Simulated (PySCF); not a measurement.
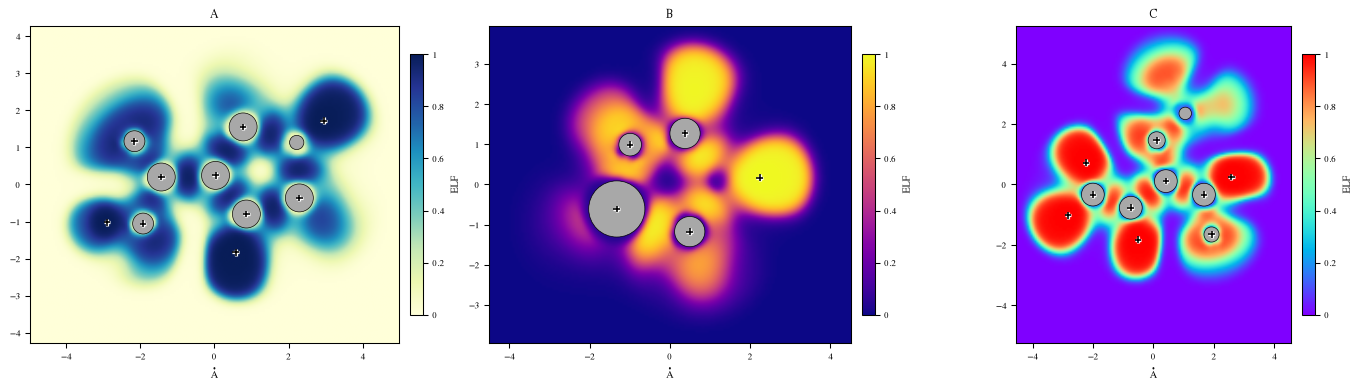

The ELF of 3 systems, each on a plane through atoms (crosses mark nuclei in the plane; grey discs cover the cores).

These are results of PBE0/def2-SVPD, SCF density, gas phase (PySCF), not measurements.

System 1: C₅H₅F₃O (SMILES C=C/C(=C\F)OC(F)F), the plane of atoms H10, C1 and H11. Geometry: GFN2-xTB.

```csv
atom,x (Å),y (Å),z (Å)
C,1.8997,-1.0727,1.0081
C,1.5303,0.1064,0.5237
C,0.2441,0.3534,-0.1106
C,-0.1258,1.5512,-0.5777
F,0.6829,2.6133,-0.4361
O,-0.5706,-0.7618,-0.2110
C,-1.8903,-0.5862,-0.4230
F,-2.5022,-1.7478,-0.1678
F,-2.1676,-0.2930,-1.7203
H,1.2496,-1.9285,0.9551
H,2.8629,-1.2126,1.4653
H,2.1795,0.9685,0.5681
H,-1.0390,1.8026,-1.0930
H,-2.3540,0.2067,0.1970
```

System 2: C₃H₉NOSi, the plane of atoms C3, Si2 and O6. Geometry: GFN2-xTB.

```csv
atom,x (Å),y (Å),z (Å)
N,2.2858,-0.0959,-0.6262
Si,1.0316,-0.2509,0.5455
C,-0.2553,1.1465,0.4362
C,-1.3301,0.4855,-0.4271
C,-1.3099,-1.0063,-0.0945
O,0.0230,-1.4341,0.0345
H,3.0721,0.4884,-0.3970
H,2.6080,-0.9485,-1.0566
H,1.4460,-0.5472,1.9203
H,-0.6567,1.3826,1.4214
H,0.0875,2.0762,-0.0092
H,-2.3249,0.9039,-0.2679
H,-1.0661,0.6063,-1.4787
H,-1.7837,-1.6077,-0.8754
H,-1.8317,-1.1908,0.8525
```

System 3: C₆H₈O₂ (SMILES O=C(O)C1=CCCC1), the plane of atoms O3, C2 and C4. Geometry: GFN2-xTB.

```yaml
atoms:
  - { symbol: O, position_ang: [2.4927, 1.3776, 0.6960] }
  - { symbol: C, position_ang: [2.0133, 0.5407, -0.0302] }
  - { symbol: O, position_ang: [2.7499, -0.0991, -0.9594] }
  - { symbol: C, position_ang: [0.6126, 0.1152, -0.0150] }
  - { symbol: C, position_ang: [0.0509, -0.8196, -0.7831] }
  - { symbol: C, position_ang: [-1.3980, -0.9963, -0.4688] }
  - { symbol: C, position_ang: [-1.7308, 0.2228, 0.4097] }
  - { symbol: C, position_ang: [-0.3776, 0.7146, 0.9463] }
  - { symbol: H, position_ang: [3.6627, 0.2275, -0.9273] }
  - { symbol: H, position_ang: [0.5591, -1.4072, -1.5274] }
  - { symbol: H, position_ang: [-2.0117, -1.0481, -1.3688] }
  - { symbol: H, position_ang: [-1.5383, -1.9347, 0.0760] }
  - { symbol: H, position_ang: [-2.1866, 1.0002, -0.2040] }
  - { symbol: H, position_ang: [-2.4255, -0.0245, 1.2096] }
  - { symbol: H, position_ang: [-0.1797, 0.3395, 1.9533] }
  - { symbol: H, position_ang: [-0.3008, 1.8004, 0.9814] }
```

Question: Match each panel to its system.

Answer: Panel A is system 3, C₆H₈O₂: the plane holds O, C and H. C–O (1.21 Å): the ELF peaks at about 0.85 between the atoms; a multiple bond. Panel B is system 2, C₃H₉NOSi: the plane holds Si, C, O and H. C–O (1.41 Å): the ELF peaks at about 0.90 between the atoms; a polar covalent bond. Panel C is system 1, C₅H₅F₃O: the plane holds C, F, O and H. C–C (1.33 Å): the ELF peaks at about 0.95 between the atoms: a multiple bond.
